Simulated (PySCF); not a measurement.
**C₆H₁₂AlOP: a changed input and its effect**

System: C₆H₁₂AlOP, SMILES C#C[P+]1([AlH3-])CCOCC1.
Method of run 1: GIAO PBE0/pcSseg-1 NMR shielding, non-relativistic, gas phase (PySCF 2.14.0).

The geometry comes from this level: PBE0-D3(BJ)/def2-SVP. Text and figures count atoms from 1; the logs count them from 0 in places.

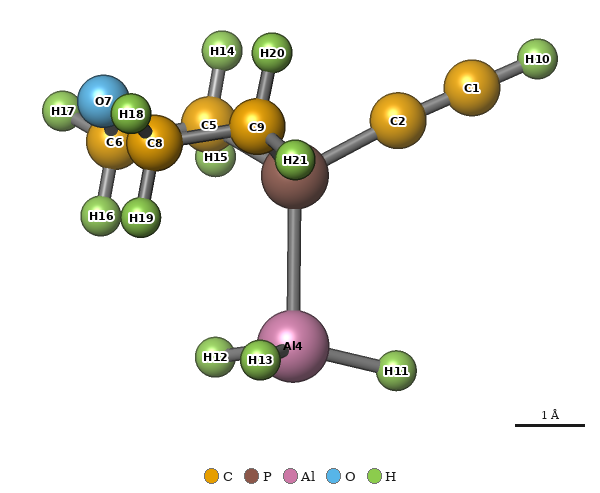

**Figure 1.** The structure (ball-and-stick view, seen at a tilt; atoms are numbered from 1 in the order of the input). Sticks mark near contacts.

Input file, run 1:
```
{"job": {"kind": "nmr", "xc": "PBE0", "basis": "pcSseg-1"}, "charge": 0, "multiplicity": 1}
C      2.339071     2.773172    -0.252033
C      1.617864     1.798864    -0.179665
P      0.675300     0.322499    -0.090367
Al     1.883221    -1.848021    -0.379085
C     -0.703959     0.541419    -1.288179
C     -1.827094    -0.427662    -0.919185
O     -2.342201    -0.190651     0.362720
C     -1.462613    -0.521354     1.402319
C     -0.268078     0.429154     1.485364
H      2.979593     3.635277    -0.315286
H      3.398560    -1.375672    -0.582334
H      1.052175    -2.353126    -1.662110
H      1.462344    -2.488477     1.037174
H     -1.063993     1.580834    -1.244585
H     -0.324015     0.334184    -2.299943
H     -1.467320    -1.472501    -1.011950
H     -2.661422    -0.301809    -1.624803
H     -2.039194    -0.461890     2.337043
H     -1.104517    -1.565676     1.297870
H     -0.610015     1.464483     1.637217
H      0.399785     0.145817     2.313015
```

The first line tells a small driver script what to run in PySCF; the rest is the geometry in Å.

Command:
```bash
OMP_NUM_THREADS=1 python <driver script> task.json out
```

Hardware: 1 CPU thread, shared host.

Output (run 1):
```
coarse grid: 18296 points
cycle   1  E = -893.9573347583  dE =  9.855e-01  |g| = 6.154e-01  |ddm| = 4.189e+00
cycle   2  E = -893.9218474108  dE =  3.549e-02  |g| = 7.834e-01  |ddm| = 1.404e+00
cycle   3  E = -894.0350172758  dE = -1.132e-01  |g| = 1.133e-01  |ddm| = 8.671e-01
cycle   4  E = -894.0372629342  dE = -2.246e-03  |g| = 3.493e-02  |ddm| = 1.217e-01
cycle   5  E = -894.0374903451  dE = -2.274e-04  |g| = 1.473e-02  |ddm| = 3.675e-02
cycle   6  E = -894.0375282531  dE = -3.791e-05  |g| = 7.984e-03  |ddm| = 1.670e-02
cycle   7  E = -894.0375444903  dE = -1.624e-05  |g| = 1.228e-03  |ddm| = 6.723e-03
cycle   8  E = -894.0375448896  dE = -3.993e-07  |g| = 1.894e-04  |ddm| = 1.733e-03
final grid: 166736 points
cycle   9  E = -894.1045475488  dE = -3.874e-05  |g| = 1.163e-02  |ddm| = 4.226e-02
cycle  10  E = -894.1045234329  dE =  2.412e-05  |g| = 1.645e-02  |ddm| = 1.970e-02
cycle  11  E = -894.1045744598  dE = -5.103e-05  |g| = 1.366e-03  |ddm| = 1.224e-02
cycle  12  E = -894.1045748758  dE = -4.159e-07  |g| = 1.962e-04  |ddm| = 1.615e-03
cycle  13  E = -894.1045748838  dE = -8.059e-09  |g| = 6.275e-05  |ddm| = 3.339e-04
cycle  14  E = -894.1045748847  dE = -9.154e-10  |g| = 2.611e-05  |ddm| = 1.214e-04
converged SCF energy = -894.1045748847

GIAO shielding tensors (ppm)
atom      isotropic    diamagn.    paramagn.     s11        s22        s33       span
  0 C       78.791     261.326    -182.535     -0.190     10.065    226.498    226.688
  1 C      105.041     267.524    -162.484      3.454     13.899    297.770    294.316
  2 P      395.083     967.734    -572.651    366.705    391.589    426.956     60.251
  3 Al     448.043     793.440    -345.397    442.072    447.139    454.919     12.846
  4 C      158.092     254.299     -96.206    148.412    158.018    167.847     19.435
  5 C      119.316     246.717    -127.401     92.678     98.363    166.907     74.229
  6 O      293.324     394.329    -101.005    241.665    298.762    339.545     97.881
  7 C      119.353     246.702    -127.350     92.734     98.410    166.914     74.180
  8 C      158.190     254.295     -96.105    148.454    158.011    168.104     19.651
  9 H       28.267      32.954      -4.687     23.468     23.716     37.616     14.149
 10 H       27.352      27.781      -0.429     24.117     26.295     31.644      7.527
 11 H       27.383      28.318      -0.935     24.005     27.186     30.960      6.955
 12 H       27.369      28.307      -0.938     23.993     27.170     30.945      6.952
 13 H       29.221      30.992      -1.771     25.090     27.903     34.671      9.581
 14 H       29.589      30.871      -1.282     25.691     27.354     35.723     10.032
 15 H       27.643      29.865      -2.222     23.217     27.601     32.110      8.892
 16 H       27.207      27.917      -0.710     21.998     26.248     33.374     11.376
 17 H       27.209      27.914      -0.704     21.999     26.252     33.377     11.378
 18 H       27.634      29.863      -2.228     23.216     27.575     32.111      8.896
 19 H       29.220      30.983      -1.763     25.083     27.904     34.673      9.590
 20 H       29.592      30.855      -1.264     25.689     27.350     35.737     10.048
```

Run 2 used a changed input.

The two runs side by side:

```csv
quantity,run 1,run 2
outcome,converged,converged
total energy (hartree),−894.104575,−894.770904
HOMO (eV),−7.54,−7.34
LUMO (eV),−0.97,−1.14
dipole moment (D),4.63,4.56
shielding of P3 (ppm),395.1,370.5
shielding of Al4 (ppm),448.0,440.2
shielding of C5 (ppm),158.1,151.1
shielding of C6 (ppm),119.3,112.4
shielding of O7 (ppm),293.3,284.8
shielding of C8 (ppm),119.4,112.5
shielding of C9 (ppm),158.2,151.2
SCF iterations,14,15
basis functions,227,227
wall time (shared host),46 s,44 s
```

Which change of the input explains these differences?

The change (lines with − go, lines with + come):
```diff
-"xc": "PBE0"
+"xc": "B3LYP"
+"pop": false
```

The total energies belong to different methods, so their difference says nothing on which is more stable or more accurate. The HOMO goes from −7.54 to −7.34 eV. The LUMO goes from −0.97 to −1.14 eV. The dipole moment goes from 4.63 to 4.56 D. Of all shieldings, the largest change is that of P3, by −24.6 ppm. The functional changes from PBE0 to B3LYP. The SCF takes 15 iterations against 14.

Output (run 2):
```
coarse grid: 18296 points
cycle   1  E = -894.5930385059  dE =  9.344e-01  |g| = 6.908e-01  |ddm| = 4.209e+00
cycle   2  E = -894.5194013234  dE =  7.364e-02  |g| = 9.526e-01  |ddm| = 1.675e+00
cycle   3  E = -894.6890260703  dE = -1.696e-01  |g| = 1.390e-01  |ddm| = 1.100e+00
cycle   4  E = -894.6924455284  dE = -3.419e-03  |g| = 4.237e-02  |ddm| = 1.500e-01
cycle   5  E = -894.6927831424  dE = -3.376e-04  |g| = 1.783e-02  |ddm| = 4.480e-02
cycle   6  E = -894.6928333095  dE = -5.017e-05  |g| = 1.068e-02  |ddm| = 2.076e-02
cycle   7  E = -894.6928624584  dE = -2.915e-05  |g| = 1.655e-03  |ddm| = 8.800e-03
cycle   8  E = -894.6928631687  dE = -7.103e-07  |g| = 3.141e-04  |ddm| = 2.238e-03
final grid: 166736 points
cycle   9  E = -894.7708950356  dE = -4.225e-05  |g| = 6.454e-03  |ddm| = 3.531e-02
cycle  10  E = -894.7708868324  dE =  8.203e-06  |g| = 9.117e-03  |ddm| = 1.152e-02
cycle  11  E = -894.7709040672  dE = -1.723e-05  |g| = 1.288e-03  |ddm| = 7.048e-03
cycle  12  E = -894.7709043963  dE = -3.291e-07  |g| = 4.758e-04  |ddm| = 1.396e-03
cycle  13  E = -894.7709044426  dE = -4.631e-08  |g| = 2.147e-04  |ddm| = 5.102e-04
cycle  14  E = -894.7709044538  dE = -1.122e-08  |g| = 3.762e-05  |ddm| = 1.947e-04
cycle  15  E = -894.7709044541  dE = -2.829e-10  |g| = 1.146e-05  |ddm| = 5.761e-05
converged SCF energy = -894.7709044541

GIAO shielding tensors (ppm)
atom      isotropic    diamagn.    paramagn.     s11        s22        s33       span
  0 C       76.111     260.803    -184.692     -3.638      6.798    225.173    228.811
  1 C      100.436     266.105    -165.669     -3.195      7.645    296.859    300.054
  2 P      370.475     968.576    -598.101    341.641    368.248    401.537     59.897
  3 Al     440.224     793.604    -353.380    433.682    439.086    447.903     14.221
  4 C      151.136     254.347    -103.211    141.004    151.226    161.178     20.174
  5 C      112.440     246.465    -134.025     85.513     91.152    160.656     75.143
  6 O      284.843     395.651    -110.808    233.205    291.224    330.100     96.896
  7 C      112.478     246.453    -133.975     85.569     91.199    160.667     75.098
  8 C      151.228     254.339    -103.110    141.046    151.201    161.438     20.392
  9 H       28.482      33.082      -4.601     23.798     24.039     37.609     13.811
 10 H       27.570      28.150      -0.580     24.378     26.531     31.802      7.423
 11 H       27.615      28.817      -1.202     24.314     27.422     31.110      6.795
 12 H       27.602      28.808      -1.206     24.302     27.407     31.097      6.795
 13 H       29.359      31.324      -1.965     25.447     28.185     34.446      8.999
 14 H       29.706      31.112      -1.406     26.093     27.613     35.412      9.319
 15 H       27.721      30.391      -2.670     23.361     27.784     32.017      8.656
 16 H       27.317      27.878      -0.561     22.238     26.510     33.201     10.963
 17 H       27.319      27.873      -0.554     22.239     26.514     33.204     10.965
 18 H       27.712      30.388      -2.676     23.359     27.759     32.018      8.659
 19 H       29.358      31.314      -1.956     25.440     28.187     34.447      9.007
 20 H       29.709      31.094      -1.385     26.091     27.610     35.426      9.334
```
